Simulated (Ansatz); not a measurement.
```yaml
atoms:
  - { symbol: C, position_ang: [-0.6026, -1.0619, 0.8960] }
  - { symbol: Sn, position_ang: [0.4386, 0.0587, -0.5449] }
  - { symbol: F, position_ang: [2.3128, -0.2395, -0.4421] }
  - { symbol: F, position_ang: [-0.0180, -0.4761, -2.3106] }
  - { symbol: C, position_ang: [0.2249, 2.1446, -0.5425] }
  - { symbol: N, position_ang: [0.0565, 3.2819, -0.4765] }
  - { symbol: H, position_ang: [-1.6702, -0.8787, 0.7847] }
  - { symbol: H, position_ang: [-0.2705, -0.7599, 1.8880] }
  - { symbol: H, position_ang: [-0.3829, -2.1155, 0.7308] }
```

Geometry: PBE0-D4/def2-TZVP; core potentials replace the inner electrons of Sn.

Level of theory: RKS PBE0-D4/def2-TZVPP (Ansatz 0.2.0).

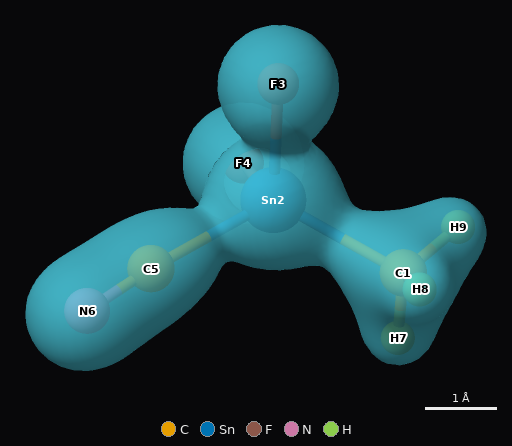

C₂H₃F₂NSn (SMILES [CH3][Sn]([F])([F])[C]#N). Isosurface of the electron density at 0.5 e/Å³ (cyan), seen at a tilt.

How is the density connected at this value?

At this value the surface is in one piece. It bridges the sampled C–N (1.15 Å), Sn–F (1.90 Å), C–Sn (2.10 Å) and C–H (1.09 Å) contacts, where the density stays above the isovalue. On the grid the lowest density along these lines, outside the cores, is 3.5 e/Å³ (C–N, 1.15 Å), 0.85 e/Å³ (Sn–F, 1.90 Å), 0.73 e/Å³ (C–Sn, 2.10 Å) and 1.9 e/Å³ (C–H, 1.09 Å).
